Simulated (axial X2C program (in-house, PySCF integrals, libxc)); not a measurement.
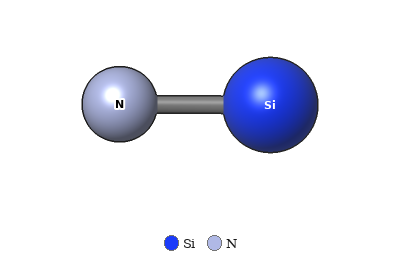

*The molecule at the reference distance of 1.589 Å.*

**Relativistic diatomic calculation, with input and output: SiN⁻**

- system: SiN⁻, single determinant with Ω = 0.
- method: PBE0, two-component X2C with atomic mean-field Coulomb and Gaunt terms, Si dyall-av3z, N dyall-av3z (cores contracted) (axial X2C program (in-house, PySCF integrals, libxc))

### The input
```
{"zs": [14, 7], "q": -1, "bas": ["dyall-av3z", "dyall-av3z"], "levels": ["PBE0", "HF", "TPSSh"], "cc": true, "r0": 1.67, "thr": -2.0, "nmax": 90, "npts": 10, "nst": 2, "ntry": 6}
```

The line is the task of a batch: nuclear charges, charge, bases, the levels to run, a first guess of the distance and further settings. This report covers PBE0 with spin-orbit coupling. The log is that of the reference distance 1.589 Å, started from orbitals converged before.

The run was one of a batch that the task file lists, launched with:
```bash
python <driver script> task.json out
```

### The program's output
```
two-component X2C + atomic mean field  PBE0
basis functions 119  fitting functions 632  grid points 4352
iter        total energy     max residual
   1       -344.667836588     1.29e-05
   2       -344.667836587     2.36e-05
   3       -344.667836591     1.70e-05
   4       -344.667836593     1.60e-06
   5       -344.667836593     5.75e-07
converged
one-electron -546.72669860  Coulomb 197.24365675  exact exchange -6.76226275  xc functional -21.01947849  nuclear repulsion 32.63647997  atomic mean-field constant -0.03953347
```

### The points of the curve

```tsv
R (Å)	E (hartree)	dipole (D; origin at the first atom, positive when the second is positive)	highest filled (eV)	lowest empty (eV)
1.382	−344.613042	−4.56	−0.71	3.25
1.446	−344.644830	−4.75	−0.83	3.25
1.494	−344.658651	−4.89	−0.91	3.24
1.541	−344.665842	−5.04	−0.97	3.24
1.589	−344.667837	−5.19	−1.03	3.23
1.645	−344.665084	−5.37	−1.03	3.22
1.700	−344.658222	−5.55	−0.94	3.19
1.772	−344.645131	−5.78	−0.84	3.15
1.859	−344.624956	−6.06	−0.73	3.08
1.986	−344.591561	−6.48	−0.60	2.93
```

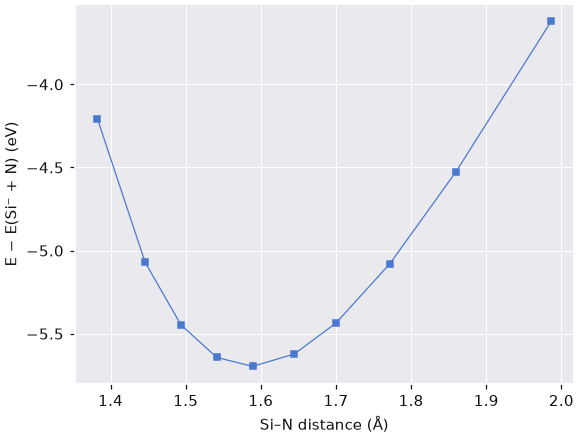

*Energy at 10 bond lengths, for one set of occupations held fixed; the line joins the points.*

A polynomial of degree 6 through 9 points gives rₑ = 1.587 Å, ωₑ = 1197 cm⁻¹, ωₑxₑ = 5.1 cm⁻¹ and Bₑ = 0.7177 cm⁻¹. The minimum lies 5.70 eV below Si⁻ + N, each computed as one determinant at the same level.

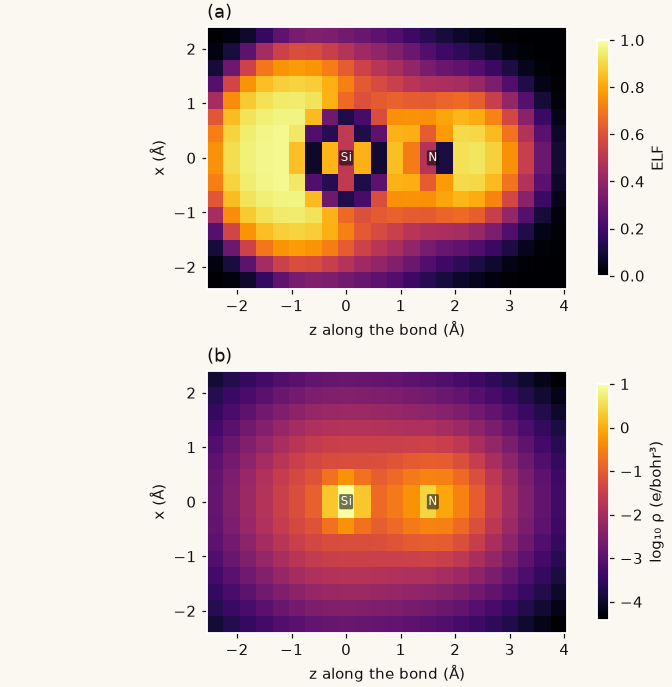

*(a) electron localisation function; (b) electron density on a logarithmic scale, in a plane that holds the axis, at 1.59 Å, on points 0.3 Å apart (one half computed, the other mirrored); the structure near the nuclei is finer than these points.*

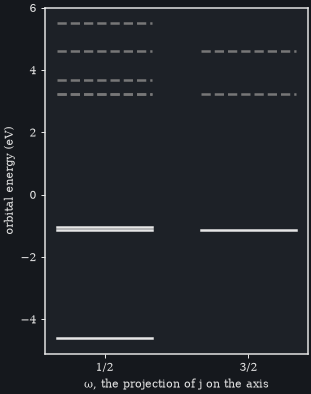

*Orbital energies near the frontier at 1.59 Å, filled (solid) and empty (dashed); the Kramers partners at −ω are degenerate and not drawn.*

The highest filled spinor (1/2; 49 % N p, 24 % Si p) lies at −1.03 eV, the lowest empty one (1/2; 77 % Si p, 21 % Si s) at 3.23 eV.

### Results in brief

```tsv
quantity	value
outcome	converged
bond length rₑ	1.587 Å
ωₑ	1197 cm⁻¹
energy at the minimum	−344.66784 hartree
depth below the fragments	5.70 eV
hardware	1 thread of Arm Neoverse N1, 24 GiB of memory available, shared host
wall time	2.9 s
```
